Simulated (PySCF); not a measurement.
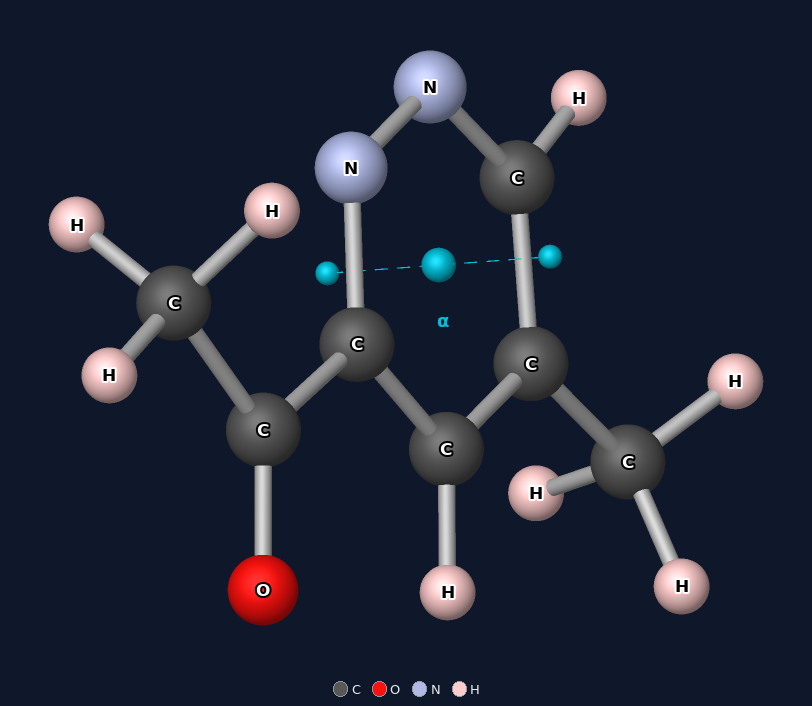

The small points mark where nucleus-independent chemical shifts (NICS) were computed: at the centre of each lettered ring and 1 Å above and below it. The geometry was computed by an optimisation with GFN2-xTB. No frequency run is at hand to confirm it as a minimum. Level of theory: GIAO PBE0/pcSseg-1 NMR shielding, non-relativistic, gas phase (PySCF 2.14.0).

Give NICS(0), NICS(1) and the out-of-plane component NICS(1)zz for each ring (means of the two sides).

| ring | members | NICS(0) | NICS(1) | NICS(1)zz |
| --- | --- | --- | --- | --- |
| α | C4N2 | −5.9 | −11.6 | −27.4 |

Values in ppm.

> What do the values say about the ring currents?

Ring α: diatropic, as in an aromatic ring. NICS is one index among several.
